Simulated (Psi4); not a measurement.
# C2H3Cl2F (1,1-dichloro-1-fluoroethane) at MP2/6-31G(d) (spherical functions)

Aim: the vertical ionisation energy of C2H3Cl2F (1,1-dichloro-1-fluoroethane) at MP2/6-31G* (spherical functions), from 2 runs. 

The calculation is run with Psi4 1.11.

3 further runs of the same task are left out: 3 set aside as unsound or not needed.

## Step 1: The molecule

C2H3Cl2F has 8 atoms, charge 0, and is taken as a singlet. As SMILES, `CC(F)(Cl)Cl`. Geometry: relaxed at PBE0-D4/def2-TZVP.

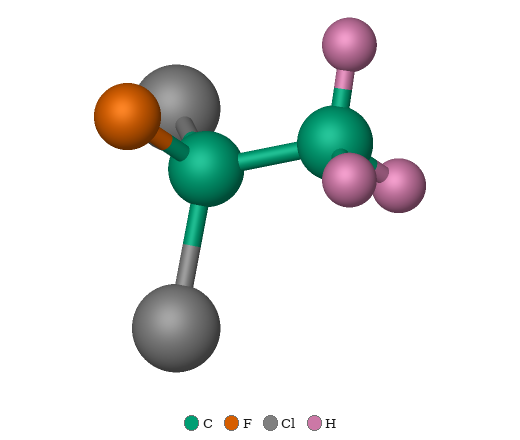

Viewed from a chosen angle; carbon teal, fluorine orange, chlorine grey, hydrogen pink.

## Step 2: A single-point energy at MP2/6-31G(d) (spherical functions)

Input file calc.py:

```python
import psi4

psi4.set_memory('1600 MB')
psi4.set_num_threads(1)
psi4.core.set_output_file('run.log', False)

mol = psi4.geometry("""
0 1
C     -0.25227844    -0.95601245     1.22132999
C      0.37681139     0.73944983    -0.96621697
F      2.87918672     1.21547184    -1.01553882
Cl    -0.43917235    -0.70430093    -3.88508794
Cl    -1.21150342     3.68534389    -0.70486784
H      0.30878125    -0.02229877     2.97064947
H      0.78404737    -2.72498507     1.01270423
H     -2.27163977    -1.34038274     1.26158116
units au
symmetry c1
""")

options = {'reference': 'rhf', 'puream': True, 'e_convergence': 1e-09, 'd_convergence': 1e-08, 'scf_type': 'pk', 'num_frozen_docc': 13, 'mp2_type': 'conv'}
psi4.set_options(options)

e, wfn = psi4.energy('mp2/6-31G*', molecule=mol, return_wfn=True)
print(f'mp2/6-31G* energy: {e:.10f} Eh')
```

Run with:

```bash
$ python calc.py
```

run.log:

```text
[...]
  Running in c1 symmetry.
[...]
  Nuclear repulsion =  300.005224920143007
[...]
  Multiplicity = 1
[...]
  Nalpha       = 29
  Nbeta        = 29
[...]
    Number of basis functions: 84
[...]
   @RHF iter   1: -1095.74649799878193   -2.63958e-01   5.62627e-03 DIIS/ADIIS
[...]
   @RHF iter  12: -1095.86793758218346   -1.13687e-12   3.25885e-09 DIIS
[...]
    Orbital Energies [Eh]
    ---------------------
    Doubly Occupied:
       1A   -104.835331     2A   -104.835315     3A    -26.333167
       4A    -11.459302     5A    -11.258402     6A    -10.576026
       7A    -10.576007     8A     -8.044489     9A     -8.044480
      10A     -8.040908    11A     -8.040902    12A     -8.040867
      13A     -8.040862    14A     -1.659590    15A     -1.206977
      16A     -1.111202    17A     -1.032432    18A     -0.860426
      19A     -0.736588    20A     -0.735218    21A     -0.715838
      22A     -0.621086    23A     -0.590776    24A     -0.579472
      25A     -0.536316    26A     -0.495327    27A     -0.471287
      28A     -0.471019    29A     -0.451083
[...]
  @RHF Final Energy: -1095.86793758218346
   => Energetics <=
    Nuclear Repulsion Energy =            300.0052249201430072
    One-Electron Energy =               -2110.9449375298636369
    Two-Electron Energy =                 715.0717750275371145
    Total Energy =                      -1095.8679375821834583
[...]
 Multipole Moments:
 ------------------------------------------------------------------------------------
     Multipole            Electronic (a.u.)      Nuclear  (a.u.)        Total (a.u.)
 ------------------------------------------------------------------------------------
 L = 1.  Multiply by 2.5417464519 to convert [e a0] to [Debye]
 Dipole X            :          0.9818513           -1.2219839           -0.2401326
 Dipole Y            :          3.5739147           -4.0997213           -0.5258067
 Dipole Z            :         -4.6946905            5.3622794            0.6675888
 Magnitude           :                                                    0.8830692
[...]
	SCS-MP2 Total Energy (a.u.)        : -1096.53620680360450
	SOS-MP2 Total Energy (a.u.)        : -1096.52568393557840
	SCSN-MP2 Total Energy (a.u.)       : -1096.19064453658711
[...]
	SOS-PI-MP2 Total Energy (a.u.)     : -1096.57627980891630
[...]
	MP2 Total Energy (a.u.)            : -1096.55725253965716
[...]
```

On the terminal:

```text
mp2/6-31G* energy: -1096.5572525397 Eh
```

It took 5.1 s on 1 thread of Intel Xeon Platinum 8488C (Sapphire Rapids), shared host; peak memory 0.4 GiB.

## Step 3: The doublet cation

Input file c2h3cl2f.xyz:

```xyz
8
C2H3Cl2F
C     -0.133500    -0.505900     0.646300
C      0.199400     0.391300    -0.511300
F      1.523600     0.643200    -0.537400
Cl    -0.232400    -0.372700    -2.055900
Cl    -0.641100     1.950200    -0.373000
H      0.163400    -0.011800     1.572000
H      0.414900    -1.442000     0.535900
H     -1.202100    -0.709300     0.667600
```

Input file c2h3cl2f_ase.py:

```python
import numpy as np
from ase.calculators.psi4 import Psi4
from ase.io import read

a = read('c2h3cl2f.xyz')
calc = Psi4(atoms=a, method='mp2', basis='6-31G*', memory='1600MB', num_threads=1, charge=1, multiplicity=2, label='psi4-calc', reference='uhf')
calc.psi4.set_options({'puream': True, 'e_convergence': 1e-09, 'd_convergence': 1e-08, 'scf_type': 'pk', 'num_frozen_docc': 13, 'mp2_type': 'conv', 'maxiter': 200})
a.calc = calc

print(f'energy: {a.get_potential_energy():.6f} eV')
```

Run with:

```bash
$ python c2h3cl2f_ase.py
```

psi4-calc.dat:

```text
[...]
  Running in c1 symmetry.
[...]
  Nuclear repulsion =  300.005224811808034
[...]
  Multiplicity = 2
[...]
  Nalpha       = 29
  Nbeta        = 28
[...]
    Number of basis functions: 84
[...]
   @UHF iter   1: -1095.29860459662132    1.83936e-01   6.31684e-03 ADIIS/DIIS
[...]
   @UHF iter  25: -1095.45686658940917   -2.27374e-12   7.43001e-09 DIIS
[...]
   @S^2 Observed:                7.866634473E-01
[...]
    Orbital Energies [Eh]
    ---------------------
    Alpha Occupied:
       1A   -105.146504     2A   -105.146479     3A    -26.546596
       4A    -11.696021     5A    -11.444541     6A    -10.883369
       7A    -10.883343     8A     -8.361977     9A     -8.361955
      10A     -8.347349    11A     -8.347329    12A     -8.344713
      13A     -8.344693    14A     -1.870499    15A     -1.488333
      16A     -1.412683    17A     -1.249713    18A     -1.082019
      19A     -0.965658    20A     -0.962880    21A     -0.930337
      22A     -0.842120    23A     -0.835398    24A     -0.784932
      25A     -0.783055    26A     -0.762131    27A     -0.760437
      28A     -0.739182    29A     -0.729356
    Alpha Virtual:
[...]
  @UHF Final Energy: -1095.45686658940917
   => Energetics <=
    Nuclear Repulsion Energy =            300.0052248118080342
    One-Electron Energy =               -2096.0539469535315220
    Two-Electron Energy =                 700.5918555523142004
    Total Energy =                      -1095.4568665894091737
  UHF NO Occupations:
  HONO-2 :   27  A 1.9987931
  HONO-1 :   28  A 1.9839895
[...]
 Multipole Moments:
 ------------------------------------------------------------------------------------
     Multipole            Electronic (a.u.)      Nuclear  (a.u.)        Total (a.u.)
 ------------------------------------------------------------------------------------
 L = 1.  Multiply by 2.5417464519 to convert [e a0] to [Debye]
 Dipole X            :          0.4527175           -1.2219839           -0.7692664
 Dipole Y            :          3.7339766           -4.0997213           -0.3657447
 Dipole Z            :         -5.0439844            5.3622794            0.3182949
 Magnitude           :                                                    0.9093138
[...]
	SCS-MP2 Total Energy (a.u.)        : -1096.12139553070938
	SOS-MP2 Total Energy (a.u.)        : -1096.11018195697170
	SCSN-MP2 Total Energy (a.u.)       : -1095.78142080803059
[...]
	SOS-PI-MP2 Total Energy (a.u.)     : -1096.16043698524572
[...]
	MP2 Total Energy (a.u.)            : -1096.14382267818451
[...]
```

Standard output:

```text
energy: -29827.592697 eV
```

Wall time 6.3 s (1 thread of Intel Xeon Platinum 8488C (Sapphire Rapids), shared host); peak memory 0.41 GiB.

## Step 4: Results

Level: MP2/6-31G* (spherical functions), 13 core orbitals frozen.

| quantity | value |
| --- | --- |
| singlet C2H3Cl2F: total energy | -1096.55725 Eh |
| singlet C2H3Cl2F: HOMO energy (Hartree–Fock orbitals) | -12.27 eV |
| singlet C2H3Cl2F: LUMO energy (Hartree–Fock orbitals) | 4.10 eV |
| singlet C2H3Cl2F: HOMO–LUMO gap (Hartree–Fock orbitals) | 16.37 eV |
| singlet C2H3Cl2F: correlation energy (13 core orbitals frozen) | -689.3 mEh |
| doublet cation: total energy | -1096.14382 Eh |
| doublet cation: HOMO energy (Hartree–Fock orbitals) (highest over α and β) | -17.72 eV |
| doublet cation: LUMO energy (Hartree–Fock orbitals) (lowest over α and β) | -10.10 eV |
| doublet cation: correlation energy (13 core orbitals frozen) | -687.0 mEh |
| doublet cation: ⟨S²⟩ of the reference determinant | 0.787 |
| vertical ionisation energy (to the doublet cation) | 11.250 eV |

The vertical ionisation energy comes to 11.25 eV (259 kcal/mol).
